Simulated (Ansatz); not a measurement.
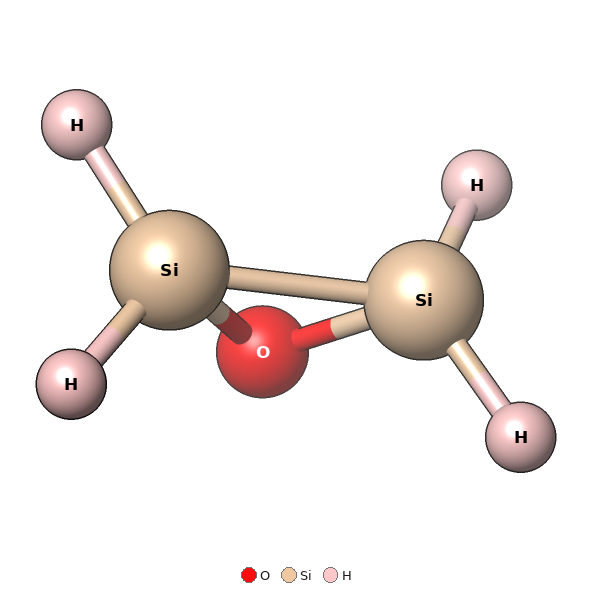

Simulated data, not a measurement (program: Ansatz).

Orthographic view. Distant atoms are faded towards the background colour. Geometry: moved along internal coordinates away from the minimum.

**Give the standard InChI.**

InChI=1S/H4OSi2/c1-2-3-1/h2-3H2
